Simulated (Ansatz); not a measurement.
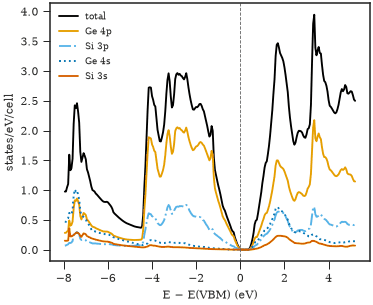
Total and projected density of states of SiGe$_{3}$ in space group P-4m2 (No. 115; Si on 1a, Ge on 2g, Ge on 1c), DFT-PBEsol in the program Ansatz with PAW potentials

Task: Which orbitals carry the states next to the gap?

Result: Top 1 eV of the valence band: Ge 4p 76 %, Si 3p 20 %. Bottom 1 eV of the conduction band: Ge 4p 42 %, Ge 4s 25 %, Si 3p 17 %, outside the projected shells 11 %. Projections are on Löwdin-orthogonalised atomic valence shells; empty p or d shells of many metals are not among them.

Task: Where is the tallest occupied peak in this window, and what makes it?

Result: Near -2.8 eV, about 3.0 states/eV per cell; the largest projected share is Ge 4p.

The start of the workflow was typed in or built on a structure type; neither database checked (COD, Materials Project) lists it. Its standing as an ambient phase is unchecked. The cell was relaxed with PBEsol under the symmetry of its start; its stability against distortions is not shown here. Spin–orbit coupling is left out wherever it is not named.

Potentials: the earlier of the program's two PAW sets. The files were generated under PBE; for other functionals the program regenerates the frozen cores, and for LDA and PBEsol the local potential too.
